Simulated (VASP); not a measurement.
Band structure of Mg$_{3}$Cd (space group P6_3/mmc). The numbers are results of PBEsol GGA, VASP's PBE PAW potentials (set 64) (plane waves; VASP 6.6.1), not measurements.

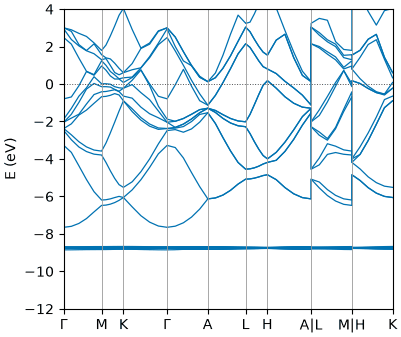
Figure: Bands along high-symmetry lines, zero at the valence-band maximum or, without a gap, the Fermi level

Problem. Read the plot: is there a gap, and where are the band edges?

Solution. It has no gap at this level: it comes out as a metal or semimetal.

The structure comes from a measured Mg3Cd entry (P6_3/mmc) of the Crystallography Open Database, whose conditions weren't checked. The cell was not relaxed at this level.
